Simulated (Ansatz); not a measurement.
## Electronic structure of FGa2O (SMILES [F][Ga][O][Ga]) (doublet) in real space

Input file:

```
crystal:
  periodic: [false, false, false]
  atoms:
    - {symbol: F, position_ang: [0.429543, 1.985434, -0.682408]}
    - {symbol: Ga, position_ang: [0.075935, 0.791193, 0.606844]}
    - {symbol: Ga, position_ang: [-1.784723, -1.888255, -0.880722]}
    - {symbol: O, position_ang: [-0.865166, -0.681212, 0.123275]}
basis:
  gaussian: {orbitals: def2-TZVPD}
magnetization: {spin_polarized: true, initial_magnetization: 1}
hamiltonian: {xc: {name: PBE0}}
output: {forces: true, orbitals: {seedname: orbitals}}
```

Launched as:

```sh
ansatz run input.yaml --threads 2 --pin off --max-ram 4350MiB --events-out events.jsonl --progress --plain --runs-dir runs
```

Geometry: PBE-D3(BJ)/def2-SVP.

Computed with isolated molecule in a Gaussian basis; Kohn-Sham density functional theory, functional PBE0 in Ansatz 0.2.0.

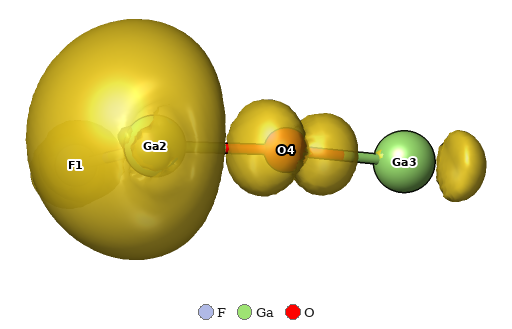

Figure 1. Isosurfaces of the spin density (α minus β) at +0.015 (yellow) and −0.015 e/Å³ (cyan), seen from one side.

### Which atoms carry the spin?

The unpaired spin (1 electron) lies mostly on Ga2 (about 0.7), O4 (about 0.1) and F1 (about 0.1), in electrons by Hirshfeld's partition.

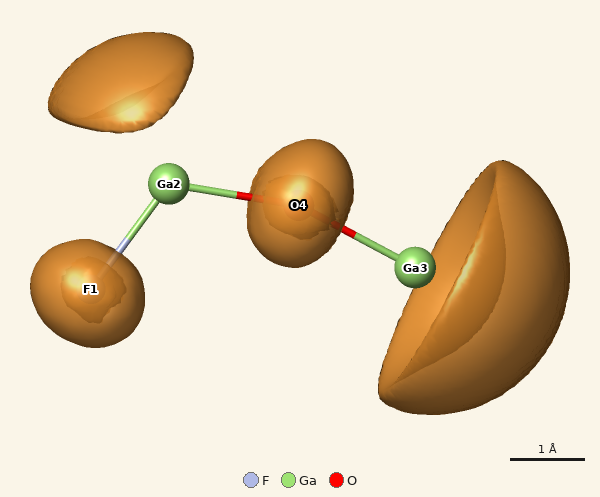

Figure 2. Isosurface of the electron localisation function at 0.75 (orange), seen at a tilt. Only the valence region is drawn (cores and ρ < 0.01 e/Å³ removed).

### Identify the bonds, lone pairs and shells in this picture.

The ELF exceeds this value in two lobes on Ga, pointing away from the bonds (non-bonding electrons), one region wrapped around F (its valence shell) and one region wrapped around O (its valence shell). Profiles from the grid: Ga–F (1.79 Å): the ELF peaks at about 0.85 in the valence shell of F, 0.5 Å from its nucleus, and is about 0.20 at the midpoint. Ga–O (1.81 Å): the ELF peaks at about 0.80 in the valence shell of O, 0.6 Å from its nucleus, and is about 0.25 at the midpoint.

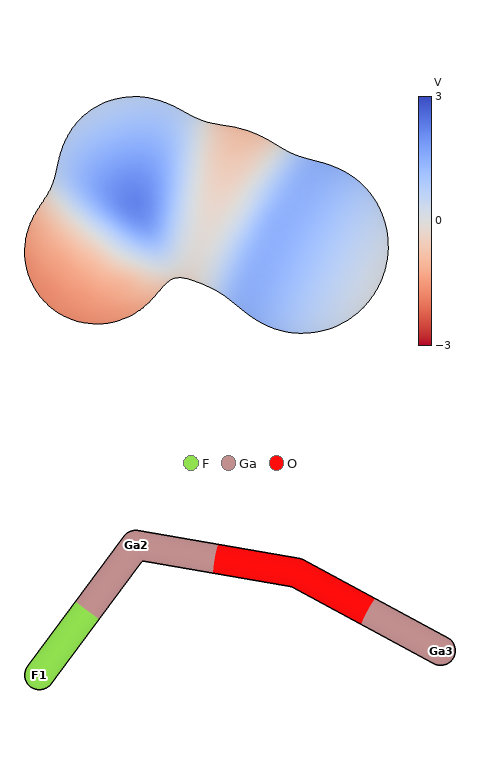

Figure 3. The molecular electrostatic potential painted on the density surface at 0.002 e/bohr³, seen across its widest extent; red is negative and blue positive. The bare structure is drawn below in the same view.

### Describe the electrostatic potential map.

The most negative region (about −1.7 V, or −39 kcal/mol for a unit charge) lies over F1, the most positive (about +2.2 V, or +51 kcal/mol for a unit charge) over Ga2.

### How polar is the molecule by this calculation?

Its dipole moment is 2.50 D.
